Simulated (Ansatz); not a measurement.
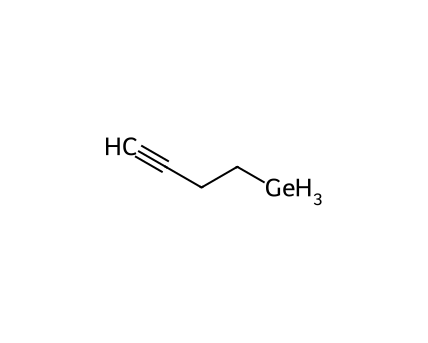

The drawing above gives the connectivity. Computed geometry: PBE-D4/def2-SVP optimisation. No frequency run is at hand to confirm it as a minimum.

Describe the 3D structure.

The molecule is C4H8Ge. As SMILES it reads `C#CC[CH2][GeH3]`. Among its groups: alkyne. The point group is Cs. Coordination: 2 C linear; 2 C tetrahedral; 1 Ge tetrahedral.

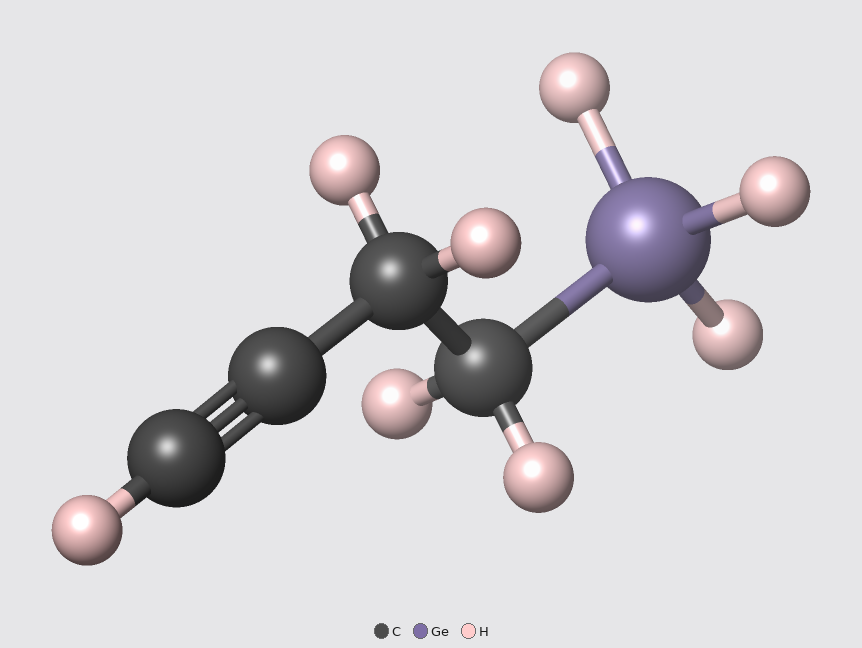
